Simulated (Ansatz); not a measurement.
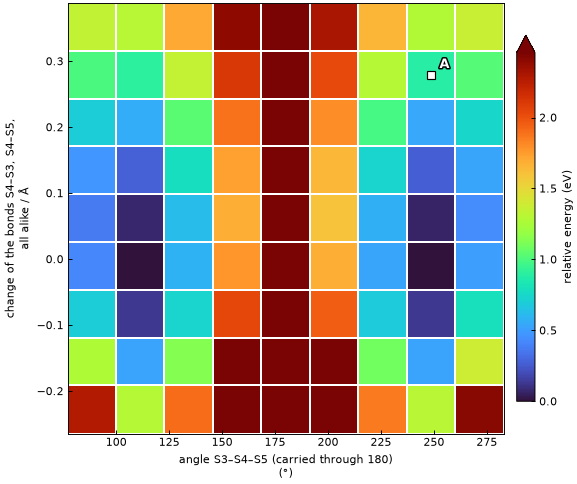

CH₆S₃Si, SMILES [SiH3]CSSS. Coordinates scanned: (1) angle S3–S4–S5 (carried through 180); (2) change of the bonds S4–S3, S4–S5, all alike. Nothing is relaxed (all other coordinates rigid). The grid has 9 × 9 points. Points are written as (first, second). All energies are given in eV relative to the lowest grid point. Energies and slopes of some neighbouring points disagree (a jump in structure or state, or too coarse a mesh). Method: RKS PBE0-D4/def2-SVP in Ansatz.

Drawn: one coloured cell a grid point, one colour for all values above the top of the scale, the point A.

> Is A at rest? If not, where is it pushed?

A, at (248.7°, 0.279 Å), is not a stationary point. The computed force is 0.0083 eV for each degree towards larger values of the first coordinate and 5.1 eV for each Å towards smaller values of the second coordinate.
